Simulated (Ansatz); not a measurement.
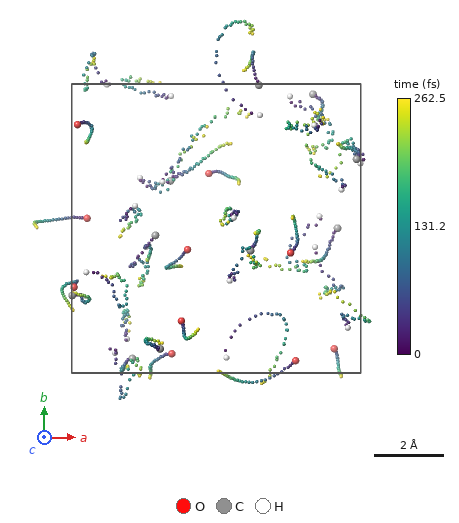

First-principles dynamics of a periodic cell with 10 H2CO at 0.817 g/cm³, 262 fs long. It starts from the last geometry of an earlier run, with fresh velocities. Dots mark each atom's position at evenly spaced times, coloured by time; spheres stand at the starting positions. Seen along the c axis in the simulation cell.

Level of theory: DFT PBEsol, scalar-relativistic, plane waves, PAW (Ansatz). Settings: plane-wave cutoff 420 eV; k-point mesh 1 × 1 × 1; Fermi-Dirac smearing 0.02 eV; low-accuracy preset; Nosé-Hoover thermostat (NVT); set temperature 300 K; time step 0.75 fs; thermostat time 200.0 fs.

Describe the motion.

In the second half of the run the atoms are, in the root-mean-square, this far from where they began (common drift taken out): H 1.66 Å, O 1.14 Å, C 0.94 Å. The molecules turn and drift from their places.

Limits of the set-up: the program's low-accuracy preset was used; the periodic images lie only 8.5 Å apart, so the values are limited by the cell's size.

The run took of the order of 10 core-minutes on a shared host.
